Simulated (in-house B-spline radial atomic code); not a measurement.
The Sn³⁺ ion; electrons: [Kr] 4d9 5s1 5f1 (high spin). It sits in a hard spherical wall of radius 2.29 bohr. The calculation used an in-house B-spline radial code at this level: non-relativistic r2SCAN, spin-polarised, spherical fractional occupations, point nucleus, hard spherical wall, basis-set limit.

```
Z = 50
electrons = 47.0
configuration = [Kr] 4d9 5s1 5f1
hamiltonian = nr
method = r2scan
spin_polarised = True
wall_radius = 2.29
```

Wanted: the number of electrons inside radius r (solid) and the radial density 4πr²ρ (dashed).

The count levels off at 47 electrons. Half of them lie within 0.379 bohr, 90 % within 1.23 bohr and 99 % within 1.86 bohr. The radial density has minima at 0.042, 0.18 and 0.57 bohr, where the count stands at 2.0, 11.3 and 29.0; these part the shells that the density resolves.

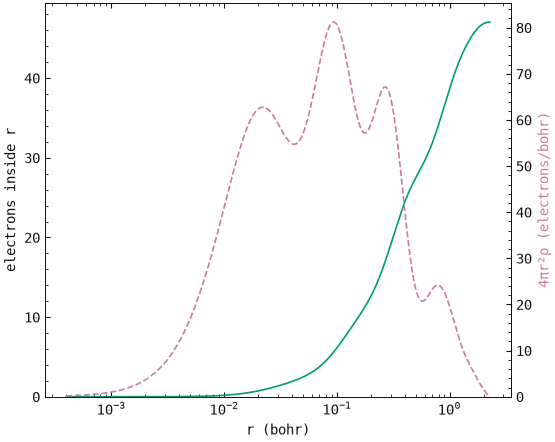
